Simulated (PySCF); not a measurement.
The calculation's input:

```
{"job": {"kind": "uv", "xc": "B3LYP", "basis": "def2-SVPD", "nstates": 8, "ntriplets": 3}, "charge": -1, "multiplicity": 1}
C     -1.469113     0.266270     0.128072
C     -0.074011    -0.144756     0.064623
C      1.104289    -0.415864    -0.010268
P      2.729065    -1.014669    -0.052761
H     -2.088970    -0.560844     0.488699
H     -1.603662     1.114538     0.810651
H     -1.843606     0.564522    -0.859252
H      3.255064     0.200215    -0.438850
```

Command:

```sh
OMP_NUM_THREADS=1 python probes_run.py task.json out
```

Geometry: GFN2-xTB.

Theory: B3LYP/def2-SVPD, SCF density, gas phase (PySCF 2.14.0).

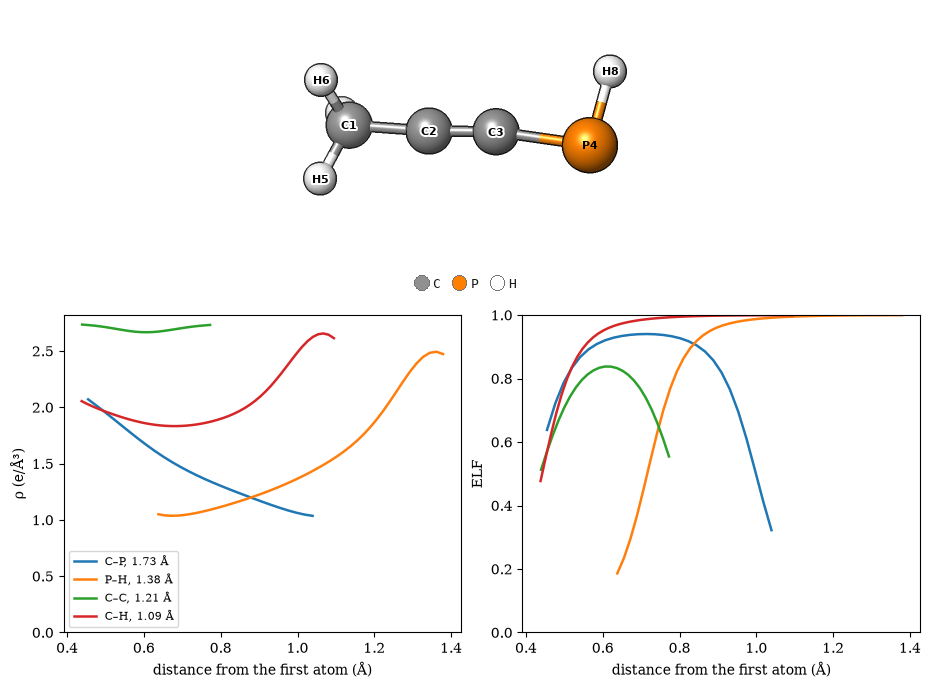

C3H4P (SMILES CC#C[PH-]) (charge −1). Total electron density and electron localisation function along straight lines between neighbouring atoms. The curves leave out the atomic cores. The structure is drawn too.

Q: Compare the contacts.

A: C–P (1.73 Å): ρ at the midpoint is about 1.2 e/Å³; the ELF peaks at about 0.95 between the atoms; localised, covalent bonding.
P–H (1.38 Å): ρ is about 1 e/Å³ halfway; the ELF climbs to about 1 towards the hydrogen, as it does in any bond to H.
C–C (1.21 Å): ρ is about 2.7 e/Å³ halfway; the ELF peaks at about 0.85 between the atoms (a multiple bond).
C–H (1.09 Å): ρ at the midpoint is about 1.9 e/Å³; the ELF climbs to about 1 towards the hydrogen: an ordinary covalent bond to hydrogen.
